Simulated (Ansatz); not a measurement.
The parent structure is MoTe₂ in the 2H-MoS2 type structure (space group P6_3/mmc, No. 194; a = 3.497 Å, c = 13.697 Å; layered, stacked along the Cartesian z axis).

The same geometry is solved again with r2SCAN.

Levels (all Ansatz, a program for electronic structure, PAW, earlier PAW set): r2SCAN (500 eV, no spin-orbit coupling); PBE-D3(BJ) (420 eV, no spin-orbit coupling).

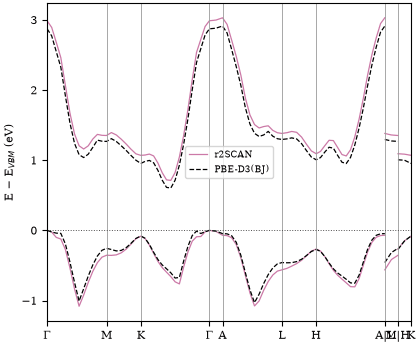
*Highest valence and lowest conduction band along the path, each from its own valence-band maximum*

Task: From the figure, how large is the r2SCAN gap, and is it direct?

Result: About 0.7 eV, indirect, Γ → K–Γ (44 % along).

Single points use the geometry relaxed with PBE-D3(BJ). Spin-orbit coupling, missing from the scalar runs, can matter with Te. No phonon test of stability was made. The program warned that a D3 coordination switch lies within reach, so dispersion energies are less smooth here.
